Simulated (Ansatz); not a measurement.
# CH6ClGaSi: how energies converge with the basis set

Aim: see how fast density functionals converge with the basis set for CH6ClGaSi.

Program: Ansatz 0.2.0, Gaussian basis. Level of theory: one geometry, several basis sets. These are calculated values, not measurements.

The runs, in order: PBE0-D4/def2-SVP; ωB97M-V/def2-SVP; PBE0-D4/def2-QZVPP; ωB97M-V/def2-QZVPP; the functionals' def2-TZVPP values are taken from earlier runs.

### 1 The geometry

All runs share one geometry, relaxed beforehand with PBE0-D4 in a triple-zeta def2 set.

10 atoms, charge 0, spin multiplicity 1.

Atoms are counted from 1 here; the program's logs count them from 0.

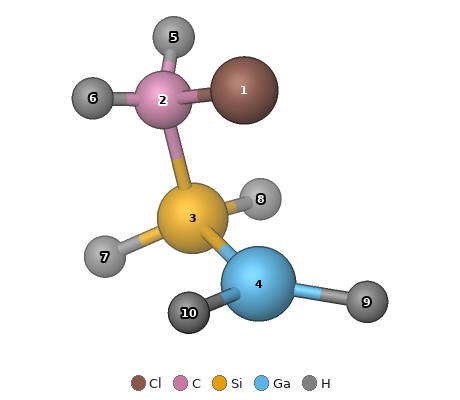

The geometry (chlorine brown, carbon pink, silicon amber, gallium blue, hydrogen grey); atoms are numbered from 1 in the order of the file.

### 2 PBE0-D4 in def2-SVP

in.yaml

```yaml
crystal:
  periodic: [false, false, false]
  atoms:
    - {symbol: Cl, position_ang: [0.438799, 0.730817, 1.736632]}
    - {symbol: C, position_ang: [0.922235, -0.734563, 0.786276]}
    - {symbol: Si, position_ang: [-0.339945, -0.828099, -0.649694]}
    - {symbol: Ga, position_ang: [-0.827306, 1.535156, -0.576073]}
    - {symbol: H, position_ang: [0.925394, -1.568150, 1.486534]}
    - {symbol: H, position_ang: [1.939488, -0.546840, 0.444971]}
    - {symbol: H, position_ang: [0.328238, -1.459843, -1.823698]}
    - {symbol: H, position_ang: [-1.437296, -1.740389, -0.220173]}
    - {symbol: H, position_ang: [-2.205047, 2.078624, -0.057781]}
    - {symbol: H, position_ang: [0.255440, 2.533288, -1.126994]}
basis:
  gaussian: {orbitals: def2-SVP}
hamiltonian: {xc: pbe0, dispersion: d4}
output: {orbitals: {seedname: orbitals}}
```

Launch:

```sh
$ ansatz run in.yaml --threads 4 --pin off --events-out ev --progress --plain --max-ram 10444MiB
```

Output:

```text
Functional definition: PBE0
  name "PBE0"
  cite "Adamo & Barone, J. Chem. Phys. 110, 6158 (1999) doi:10.1063/1.478522"
  cite "Perdew, Burke & Ernzerhof, Phys. Rev. Lett. 77, 3865 (1996) doi:10.1103/PhysRevLett.77.3865"
  parent pbe
  parameter a = 0.25
  parameter kappa = 0.804
  parameter beta = 0.06672455060314922
  exchange = (1 - a)*pbe_x(kappa = kappa, mu = beta*pi^2/3) + a*exact_x
  correlation = pbe_c(beta = beta)
1106 factors; integrals over basis functions are off by at most 1.2e-3 eV
mean field evaluation 1: about -73880.4294 eV, gradient 3.4e1 eV
mean field evaluation 2: about -73879.0620 eV, gradient 4.2e1 eV
mean field evaluation 4: about -73883.0166 eV, gradient 9.6e-1 eV
mean field evaluation 8: about -73883.0912 eV, gradient 1.2e-1 eV
mean field evaluation 16: about -73883.0912 eV, gradient 4.8e-5 eV
mean field -73883.09120128 eV, -2715.1535218892 hartree, gradient 4.8e-5 eV, S^2 0.000000; 0 other end points of the search recorded, 0 dependent functions left out
reference -73883.09123287 eV, -2715.1535230500 hartree; 37, 37 occupied and 75, 75 virtual orbitals, 1106 factors
Total energy: -73883.32370561 eV, -2715.1620662658 hartree
```

It took 0.75 s on 4 threads of Intel Xeon 6975P-C, shared host.

### 3 ωB97M-V in def2-SVP

Changes to in.yaml since step 2:

```diff
@@ -15,3 +15,3 @@
   gaussian: {orbitals: def2-SVP}
-hamiltonian: {xc: pbe0, dispersion: d4}
+hamiltonian: {xc: {name: wB97M-V}}
 output: {orbitals: {seedname: orbitals}}
```

Launched as before.

Output (excerpt; [...] marks lines left out):

```text
Functional definition: wB97M-V
  name "wB97M-V"
  cite "Mardirossian & Head-Gordon, J. Chem. Phys. 144, 214110 (2016) doi:10.1063/1.4952647"
  cite "Becke, J. Chem. Phys. 107, 8554 (1997) doi:10.1063/1.475007"
  cite "Vydrov & Van Voorhis, J. Chem. Phys. 133, 244103 (2010) doi:10.1063/1.3521275"
  # Of w^i u^j: cxij and so on, Table III.
[...]
  gx(w, u) = 1 - cx + cx01*u + cx10*w
  gss(w, u) = css00 + css04*u^4 + css10*w + css20*w^2 + css43*w^4*u^3
  gos(w, u) = cos00 + cos10*w + (cos20 + cos21*u)*w^2 + (cos60 + cos61*u)*w^6
[...]
      + integral(e_c_pw_mod_opposite_spin*gos(b97_w_opposite, b97_u_opposite)) + vv10(b, c)
1106 factors; integrals over basis functions are off by at most 1.2e-3 eV
337 factors; integrals over basis functions are off by at most 5.3e-6 eV
[...]
mean field -73893.84450582 eV, -2715.5486985421 hartree, gradient 6.9e-5 eV, S^2 0.000000; 0 other end points of the search recorded, 0 dependent functions left out
reference -73893.84455544 eV, -2715.5487003656 hartree; 37, 37 occupied and 75, 75 virtual orbitals, 1106 factors
Total energy: -73893.84455544 eV, -2715.5487003656 hartree
```

Run time: 2.5 s. Hardware: 4 threads of Intel Xeon 6975P-C, shared host.

### 4 PBE0-D4 in def2-QZVPP

Changes to in.yaml since step 3:

```diff
@@ -14,4 +14,4 @@
 basis:
-  gaussian: {orbitals: def2-SVP}
-hamiltonian: {xc: {name: wB97M-V}}
+  gaussian: {orbitals: "def2-QZVPP.json"}
+hamiltonian: {xc: pbe0, dispersion: d4}
 output: {orbitals: {seedname: orbitals}}
```

Same command.

Output:

```text
Functional definition: PBE0
  name "PBE0"
  cite "Adamo & Barone, J. Chem. Phys. 110, 6158 (1999) doi:10.1063/1.478522"
  cite "Perdew, Burke & Ernzerhof, Phys. Rev. Lett. 77, 3865 (1996) doi:10.1103/PhysRevLett.77.3865"
  parent pbe
  parameter a = 0.25
  parameter kappa = 0.804
  parameter beta = 0.06672455060314922
  exchange = (1 - a)*pbe_x(kappa = kappa, mu = beta*pi^2/3) + a*exact_x
  correlation = pbe_c(beta = beta)
1878 factors; their error is unknown
mean field evaluation 1: about -73895.2976 eV, gradient 4.7e1 eV
mean field evaluation 2: about -73891.4582 eV, gradient 6.2e1 eV
mean field evaluation 4: about -73899.8250 eV, gradient 1.5e0 eV
mean field evaluation 8: about -73899.8272 eV, gradient 1.6e-1 eV
mean field evaluation 16: about -73899.9953 eV, gradient 2.0e-4 eV
mean field -73899.99529163 eV, -2715.7747357516 hartree, gradient 3.8e-5 eV, S^2 0.000000; 0 other end points of the search recorded, 0 dependent functions left out
reference -73899.99533861 eV, -2715.7747374780 hartree; 37, 37 occupied and 429, 429 virtual orbitals, 1878 factors
Total energy: -73900.22781136 eV, -2715.7832806938 hartree
```

Run time: 6 s. Hardware: 4 threads of Intel Xeon 6975P-C, shared host; peak memory 2.1 GiB.

### 5 ωB97M-V in def2-QZVPP

Changes to in.yaml since step 4:

```diff
@@ -15,3 +15,3 @@
   gaussian: {orbitals: "def2-QZVPP.json"}
-hamiltonian: {xc: pbe0, dispersion: d4}
+hamiltonian: {xc: {name: wB97M-V}}
 output: {orbitals: {seedname: orbitals}}
```

The command is unchanged.

Output (excerpt; [...] marks lines left out):

```text
Functional definition: wB97M-V
  name "wB97M-V"
  cite "Mardirossian & Head-Gordon, J. Chem. Phys. 144, 214110 (2016) doi:10.1063/1.4952647"
  cite "Becke, J. Chem. Phys. 107, 8554 (1997) doi:10.1063/1.475007"
  cite "Vydrov & Van Voorhis, J. Chem. Phys. 133, 244103 (2010) doi:10.1063/1.3521275"
  # Of w^i u^j: cxij and so on, Table III.
[...]
  gx(w, u) = 1 - cx + cx01*u + cx10*w
  gss(w, u) = css00 + css04*u^4 + css10*w + css20*w^2 + css43*w^4*u^3
  gos(w, u) = cos00 + cos10*w + (cos20 + cos21*u)*w^2 + (cos60 + cos61*u)*w^6
[...]
      + integral(e_c_pw_mod_opposite_spin*gos(b97_w_opposite, b97_u_opposite)) + vv10(b, c)
1837 factors; their error is unknown
385 factors; integrals over basis functions are off by at most 1.0e-5 eV
[...]
mean field -73910.70475765 eV, -2716.1683013685 hartree, gradient 3.9e-5 eV, S^2 0.000000; 0 other end points of the search recorded, 0 dependent functions left out
reference -73910.70483147 eV, -2716.1683040815 hartree; 37, 37 occupied and 429, 429 virtual orbitals, 1837 factors
Total energy: -73910.70483147 eV, -2716.1683040815 hartree
```

Run time: 12 s. Hardware: 4 threads of Intel Xeon 6975P-C, shared host; peak memory 2.5 GiB.

### 6 Density functionals: the series

The def2-TZVPP values come from earlier runs at the same geometry.

| functional | basis | functions | energy (eV) | from the largest (eV) | HOMO (eV) | LUMO (eV) |
| --- | --- | --- | --- | --- | --- | --- |
| PBE0-D4 | def2-SVP | 112 | -73883.3237 | 16.904 | -7.31 | -1.11 |
| PBE0-D4 | def2-TZVPP | 247 | -73898.3481 | 1.880 | -7.31 | -1.23 |
| PBE0-D4 | def2-QZVPP | 466 | -73900.2278 | 0.000 | -7.31 | -1.29 |
| ωB97M-V | def2-SVP | 112 | -73893.8446 | 16.860 | -9.31 | 0.66 |
| ωB97M-V | def2-TZVPP | 247 | -73908.8885 | 1.816 | -9.34 | 0.48 |
| ωB97M-V | def2-QZVPP | 466 | -73910.7048 | 0.000 | -9.35 | 0.28 |

### 7 Summary of results

| quantity | value |
| --- | --- |
| PBE0-D4: double and triple zeta above quadruple | 16.90, 1.88 eV |
| ωB97M-V: double and triple zeta above quadruple | 16.86, 1.82 eV |

What this shows: For PBE0-D4 the step from double to triple zeta gains 15.02 eV and the next only 1.88 eV. These are total energies; as a rule much of such shifts cancels in differences, which this series doesn't test.

For PBE0-D4 the largest set took about 8 times as long as the smallest (6 s against 0.75 s).
